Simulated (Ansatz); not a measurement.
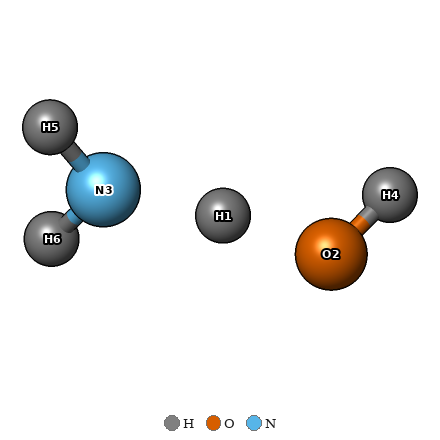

The system is the reacting system H4NO (fragments H₂O + H₂N where the first distance is long, H₃N + HO where the second is long), spin multiplicity 2; the picture shows the reference structure. First axis: distance H1–N3 (bond that forms). Second axis: distance H1–O2 (bond that breaks). Relaxed at each point: all other coordinates. The grid has 11 × 11 points. Points are written as (first, second). Energies: eV, counted from the lowest grid point. Energies and slopes of some neighbouring points disagree (a jump in structure or state, or too coarse a mesh). In part of the range the unrestricted reference is strongly spin-contaminated. All numbers below come from Ansatz 0.2.0, UHF/def2-TZVP.

Its coordinates:

```xyz
6

H     0.2028   -0.3092    0.0689
O     0.8788   -1.3684    0.2594
N    -0.5256    0.8131    0.0513
H     1.1109   -1.7230   -0.5816
H    -0.1817    1.7368   -0.1486
H    -1.4851    0.8507    0.3506
```

Range: distance H1–N3 (bond that forms) from 0.918 to 2.718 Å; distance H1–O2 (bond that breaks) from 0.873 to 2.673 Å.

What landscape does the calculation give?

The lowest grid point is at (2.280 Å, 0.974 Å). The energy also falls towards the edge at (1.019 Å, 2.673 Å) (0.12 eV above the lowest), where a further well may lie outside the range. The highest grid point, (0.918 Å, 0.873 Å), lies 5.81 eV above the lowest.

```csv
"second ↓, first →",0.918,1.019,1.159,1.318,1.491,1.675,1.869,2.071,2.280,2.496,2.718
2.673,0.31,0.12,0.55,1.44,2.50,3.16,3.45,3.58,3.64,3.66,3.67
2.451,0.36,0.17,0.60,1.49,2.53,3.18,3.47,3.59,3.65,3.67,3.67
2.235,0.42,0.23,0.65,1.54,2.57,3.19,3.47,3.59,3.64,3.66,3.66
2.026,0.49,0.30,0.72,1.60,2.59,3.19,3.46,3.57,3.62,3.63,3.63
1.824,0.60,0.40,0.82,1.68,2.60,3.15,3.40,3.51,3.77,3.65,3.55
1.630,0.88,0.65,1.03,1.77,2.56,3.01,3.53,3.50,3.48,3.47,3.34
1.446,1.25,0.96,1.24,2.29,2.43,2.57,2.68,2.76,2.81,2.84,2.87
1.273,1.89,1.45,1.81,1.56,1.49,1.49,1.52,1.57,1.61,1.66,1.69
1.114,2.86,2.11,1.63,1.05,0.74,0.59,0.54,0.54,0.56,0.59,0.62
0.974,4.22,2.97,1.84,1.01,0.46,0.18,0.04,0.00,0.00,0.02,0.04
0.873,5.81,4.13,2.58,1.51,0.83,0.44,0.25,0.18,0.16,0.17,0.19
```

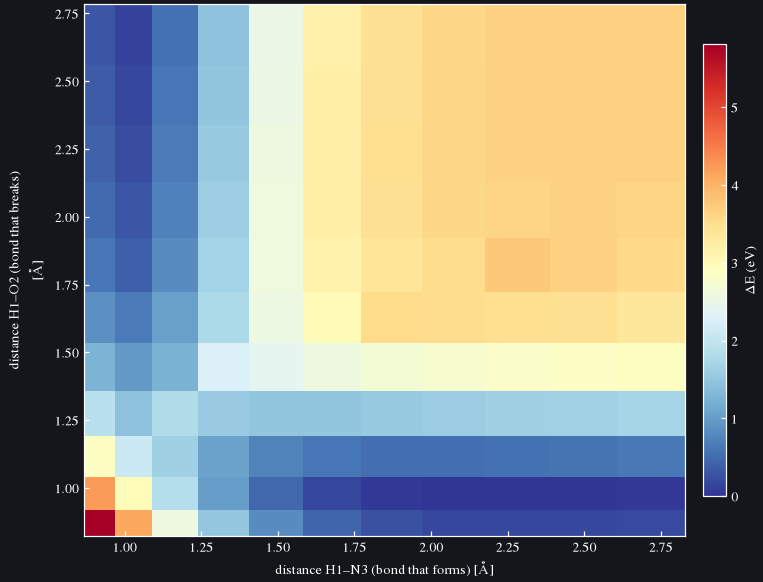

Drawn: one coloured cell a grid point.

Time for the 121 points that were run: 36 min on 1 thread of Intel(R) Xeon(R) Platinum 8259CL CPU @ 2.50GHz (Skylake/Cascade Lake), with other jobs on the host.
